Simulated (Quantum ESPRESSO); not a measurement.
# Dipole at the next field: Cl-SiC-Cl chair, 1 layer

Method. Quantum ESPRESSO 7.5, PBE, SG15 norm-conserving; sawtooth field along the normal with dipole correction, ions clamped, threshold 1e-9 Ry; cell area 9.294 Å².

| field (V/Å) | dipole (e Å a cell) |
| --- | --- |
| 0 | −0.00904 |
| 0.1 | 0.01963 |
| 0.2 | 0.04832 |

**Question.** What is the dipole at 0.4 V/Å, and what electrostatic thickness 4πα/A follows from the rows?

**Worked estimate.** The slope is (0.04832 − (−0.00904))/0.2 = 0.2868 e Å²/V, so 4πα/A = 180.95 × 0.2868/9.294 = 5.58 Å. Linear response gives p = −0.00904 + 0.2868 × (0.4) = 0.10568 e Å; a parabola through the three rows gives 0.10576.

**Check.** p = 0.10574 e Å. The line misses by 0.1 % of the induced dipole and the parabola by 0.0 %. The response is linear over this range.

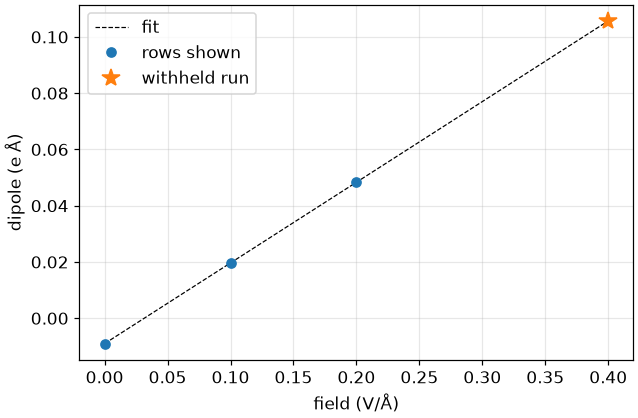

The rows shown, the fit and the withheld run.

Caveats: Electrons alone respond; local and semilocal functionals tend to overscreen.
